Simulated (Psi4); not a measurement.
# UCCSD/6-31G(d) (Cartesian functions) run of CH4BN− (SMILES [BH2-]N=C)

What is the energy difference between two shapes of CH4BN− at UCCSD/6-31G* (Cartesian functions)? 

The results are computed with Psi4 1.11.

5 further runs of the same task are left out: 5 set aside as unsound or not needed.

## 1. The system as given

CH4BN− has 7 atoms, charge -1, and is taken as a doublet. SMILES: `[BH2-]N=C`. The shape is that of a GFN2-xTB optimisation.

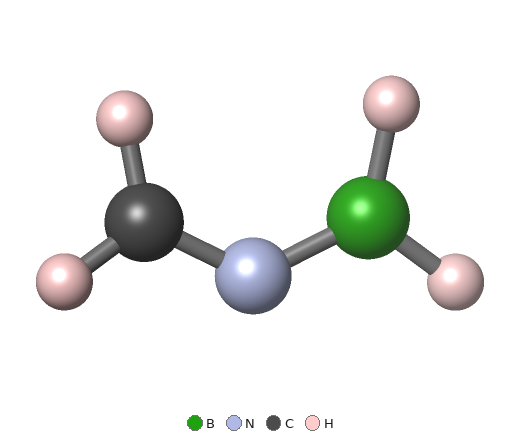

The structure, seen from a chosen angle (boron green, nitrogen light blue, carbon dark grey, hydrogen pink).

## 2. A single-point energy at UCCSD/6-31G(d) (Cartesian functions)

Contents of job.py:

```python
import psi4

psi4.set_memory(1600000000)
psi4.set_num_threads(1)
psi4.core.set_output_file('run.log', False)

molecule = psi4.geometry("""
-1 2
B     -1.91068319     0.40797297    -1.16597992
N     -0.18349241    -1.20643895    -0.05567133
C      1.89494177    -0.62230571     1.18489607
H     -3.83499130    -0.47275278    -2.02880997
H     -1.64974980     2.70438706    -1.40281929
H      3.21217536    -2.12068845     1.72694512
H      2.47178067     1.30982587     1.74143932
units bohr
no_reorient
no_com
""")

psi4.set_options(dict(reference='uhf', scf_type='pk', freeze_core=True))

result = psi4.energy('ccsd/6-31G*')
print('E =', round(result, 9))
for k, v in sorted(psi4.core.scalar_variables().items()):
    print(f'{k:45s} {v:18.10f}')
```

Run with:

```sh
$ python job.py
```

run.log:

```text
[...]
  Running in c1 symmetry.
[...]
  Nuclear repulsion =   58.497481886134970
[...]
  Multiplicity = 2
[...]
  Nalpha       = 12
  Nbeta        = 11
[...]
    Number of basis functions: 53
[...]
   @UHF iter   1:  -119.14096255771534   -9.18057e-01   8.60371e-03 ADIIS/DIIS
[...]
   @UHF iter  17:  -119.26575128232116   -3.21165e-12   9.52940e-09 DIIS
[...]
   @S^2 Observed:                8.518961165E-01
[...]
    Orbital Energies [Eh]
    ---------------------
    Alpha Occupied:
       1A    -15.277279     2A    -11.033567     3A     -7.315302
       4A     -0.918590     5A     -0.637226     6A     -0.451617
       7A     -0.385166     8A     -0.320888     9A     -0.253700
      10A     -0.223579    11A     -0.119750    12A     -0.015711
    Alpha Virtual:
      13A      0.428913    14A      0.451866    15A      0.528298
      16A      0.541285    17A      0.545653    18A      0.622888
      19A      0.672222    20A      0.852019    21A      0.870787
      22A      0.884592    23A      0.969465    24A      1.069785
      25A      1.078228    26A      1.100055    27A      1.302066
[...]
  @UHF Final Energy:  -119.26575128232116
   => Energetics <=
    Nuclear Repulsion Energy =             58.4974818861349704
    One-Electron Energy =                -281.7726066819834614
    Two-Electron Energy =                 104.0093735135273221
    Total Energy =                       -119.2657512823211619
  UHF NO Occupations:
  HONO-2 :   10  A 1.9974877
  HONO-1 :   11  A 1.9537464
[...]
 Multipole Moments:
 ------------------------------------------------------------------------------------
     Multipole            Electronic (a.u.)      Nuclear  (a.u.)        Total (a.u.)
 ------------------------------------------------------------------------------------
 L = 1.  Multiply by 2.5417464519 to convert [e a0] to [Debye]
 Dipole X            :          0.3043056            0.7310027            1.0353083
 Dipole Y            :          9.0729868           -8.7182704            0.3547165
 Dipole Z            :         -0.3162894            0.9265327            0.6102433
 Magnitude           :                                                    1.2530299
[...]
      * MP2 total energy                      = -119.624361032962881
[...]
      * CCSD total energy                     = -119.659283768263094
```

The script printed:

```text
E = -119.659283768
CC D1 DIAGNOSTIC                                    0.0000000000
CC D2 DIAGNOSTIC                                    0.0000000000
CC NEW D1 DIAGNOSTIC                                0.0000000000
CC T1 DIAGNOSTIC                                    0.0336831666
CCSD CORRELATION ENERGY                            -0.3935324859
CCSD DOUBLES ENERGY                                -0.3935324859
CCSD ITERATIONS                                    20.0000000000
CCSD OPPOSITE-SPIN CORRELATION ENERGY              -0.3103866055
CCSD SAME-SPIN CORRELATION ENERGY                  -0.0831458804
CCSD SINGLES ENERGY                                -0.0000000000
CCSD TOTAL ENERGY                                -119.6592837683
CURRENT CORRELATION ENERGY                         -0.3935324859
CURRENT ENERGY                                   -119.6592837683
CURRENT REFERENCE ENERGY                         -119.2657512823
DD SOLVATION ENERGY                                 0.0000000000
HF KINETIC ENERGY                                 119.2680920085
HF POTENTIAL ENERGY                              -238.5338432908
HF TOTAL ENERGY                                  -119.2657512823
HF VIRIAL RATIO                                     1.9999803742
MP2 CORRELATION ENERGY                             -0.3586097506
MP2 DOUBLES ENERGY                                 -0.3586097506
MP2 OPPOSITE-SPIN CORRELATION ENERGY               -0.2687726788
MP2 SAME-SPIN CORRELATION ENERGY                   -0.0898370718
MP2 SINGLES ENERGY                                 -0.0000000000
MP2 TOTAL ENERGY                                 -119.6243610330
NUCLEAR REPULSION ENERGY                           58.4974818861
ONE-ELECTRON ENERGY                              -281.7726066820
PCM POLARIZATION ENERGY                             0.0000000000
PE ENERGY                                           0.0000000000
SCF ITERATION ENERGY                             -119.2657512823
SCF ITERATIONS                                     17.0000000000
SCF TOTAL ENERGY                                 -119.2657512823
TWO-ELECTRON ENERGY                               104.0093735135
```

Wall time 8.4 s (1 thread of INTEL XEON PLATINUM 8581C at 2.10GHz (Emerald Rapids), shared host); peak memory 0.24 GiB.

## 3. The distorted shape at the same level

Contents of input.json:

```json
{
 "schema_name": "qcschema_input",
 "schema_version": 1,
 "molecule": {
  "schema_name": "qcschema_molecule",
  "schema_version": 2,
  "symbols": ["B", "N", "C", "H", "H", "H", "H"],
  "geometry": [-1.8978047, 0.27639701, -1.26384694, -0.02392771, -1.33066955, -0.34671372, 1.5833675, -0.42364258, 0.92415922, -4.08257944, -0.26136046, -2.0307545, -1.50525001, 2.50414223, -1.39166802, 3.14740878, -2.2597893, 1.83606168, 2.65610644, 1.32423881, 1.80308407],
  "molecular_charge": -1,
  "molecular_multiplicity": 2,
  "fix_com": true,
  "fix_orientation": true
 },
 "driver": "energy",
 "model": {
  "method": "ccsd",
  "basis": "6-31G*"
 },
 "keywords": {
  "reference": "uhf",
  "scf_type": "pk",
  "freeze_core": true
 }
}
```

Run with:

```sh
$ psi4 --qcschema input.json -n 1 --memory 1600MB
```

stdout:

```text
[...]
  Running in c1 symmetry.
[...]
  Nuclear repulsion =   60.081366787369127
[...]
  Multiplicity = 2
[...]
  Nalpha       = 12
  Nbeta        = 11
[...]
    Number of basis functions: 53
[...]
   @UHF iter   1:  -119.04776326837617   -7.00869e-01   8.81363e-03 DIIS/ADIIS
[...]
   @UHF iter  19:  -119.18601007037483   -1.64846e-12   5.34654e-09 DIIS
[...]
   @S^2 Observed:                8.464914553E-01
[...]
    Orbital Energies [Eh]
    ---------------------
    Alpha Occupied:
       1A    -15.311298     2A    -11.076253     3A     -7.322452
       4A     -1.012553     5A     -0.608356     6A     -0.490280
       7A     -0.361069     8A     -0.342712     9A     -0.298669
      10A     -0.200923    11A     -0.128289    12A     -0.002707
    Alpha Virtual:
      13A      0.408630    14A      0.416149    15A      0.471522
      16A      0.531281    17A      0.551959    18A      0.603354
      19A      0.713488    20A      0.854847    21A      0.862416
      22A      0.900760    23A      0.950266    24A      1.045105
      25A      1.125310    26A      1.201334    27A      1.227097
[...]
  @UHF Final Energy:  -119.18601007037483
   => Energetics <=
    Nuclear Repulsion Energy =             60.0813667873691273
    One-Electron Energy =                -284.3372804458493874
    Two-Electron Energy =                 105.0699035881054328
    Total Energy =                       -119.1860100703748344
  UHF NO Occupations:
  HONO-2 :   10  A 1.9966513
  HONO-1 :   11  A 1.9595528
[...]
 Multipole Moments:
 ------------------------------------------------------------------------------------
     Multipole            Electronic (a.u.)      Nuclear  (a.u.)        Total (a.u.)
 ------------------------------------------------------------------------------------
 L = 1.  Multiply by 2.5417464519 to convert [e a0] to [Debye]
 Dipole X            :          0.7490511            0.0593733            0.8084244
 Dipole Y            :          9.7896494           -9.1673260            0.6223234
 Dipole Z            :          3.6466865           -2.9845522            0.6621343
 Magnitude           :                                                    1.2162476
[...]
      * MP2 total energy                      = -119.547556209135806
[...]
      * CCSD total energy                     = -119.584290304148240
[...]
```

The result, in JSON:

```text
{
 "driver": "energy",
 "model": {
  "method": "ccsd",
  "basis": "6-31G*"
 },
 "success": true,
 "return_result": -119.58429030414824,
 "properties": {
  "calcinfo_nbasis": 53,
  "calcinfo_nmo": 53,
  "calcinfo_nalpha": 12,
  "calcinfo_nbeta": 11,
  "calcinfo_natom": 7,
  "nuclear_repulsion_energy": 60.08136678736913,
  "return_energy": -119.58429030414824,
  "scf_one_electron_energy": -284.3372804458494,
  "scf_two_electron_energy": 105.06990358810543,
  "scf_dipole_moment": [0.8084244016723179, 0.6223234499907271, 0.6621342877148111],
  "scf_total_energy": -119.18601007037483,
  "scf_iterations": 19,
  "mp2_same_spin_correlation_energy": -0.0905866744975226,
  "mp2_opposite_spin_correlation_energy": -0.27095946426314366,
  "mp2_singles_energy": -2.9319768362979744e-28,
  "mp2_doubles_energy": -0.36154613876066627,
  "mp2_correlation_energy": -0.36154613876066627,
  "mp2_total_energy": -119.5475562091358,
  "ccsd_same_spin_correlation_energy": -0.08363319471796593,
  "ccsd_opposite_spin_correlation_energy": -0.3146470390551423,
  "ccsd_singles_energy": -1.0637546340274133e-16,
  "ccsd_doubles_energy": -0.3982802337731082,
  "ccsd_correlation_energy": -0.39828023377310834,
  "ccsd_total_energy": -119.58429030414824,
  "ccsd_iterations": 19
 }
}
```

Run time: 8.7 s. Hardware: 1 thread of INTEL XEON PLATINUM 8581C at 2.10GHz (Emerald Rapids), shared host; peak memory 0.24 GiB.

## 4. Results

Level: UCCSD/6-31G* (Cartesian functions), 3 core orbitals frozen.

| quantity | value |
| --- | --- |
| first shape: total energy | -119.65928 Eh |
| first shape: HOMO energy (Hartree–Fock orbitals) (highest over α and β) | -0.43 eV |
| first shape: LUMO energy (Hartree–Fock orbitals) (lowest over α and β) | 10.01 eV |
| first shape: correlation energy (3 core orbitals frozen) | -393.5 mEh |
| first shape: ⟨S²⟩ of the reference determinant | 0.852 |
| first shape: T1 diagnostic | 0.034 |
| distorted shape: total energy | -119.58429 Eh |
| distorted shape: HOMO energy (Hartree–Fock orbitals) (highest over α and β) | -0.07 eV |
| distorted shape: LUMO energy (Hartree–Fock orbitals) (lowest over α and β) | 10.25 eV |
| distorted shape: correlation energy (3 core orbitals frozen) | -398.3 mEh |
| distorted shape: ⟨S²⟩ of the reference determinant | 0.846 |
| distorted shape: T1 diagnostic | 0.033 |
| energy change with the atoms displaced | 2.041 eV |

What this shows: With the atoms displaced the energy rises by 2.04 eV (47 kcal/mol). The first shape isn't relaxed at this level, so the change isn't measured from a minimum. ⟨S²⟩ (first shape) is 0.85 where a pure doublet has 0.75: the reference is spin-contaminated.
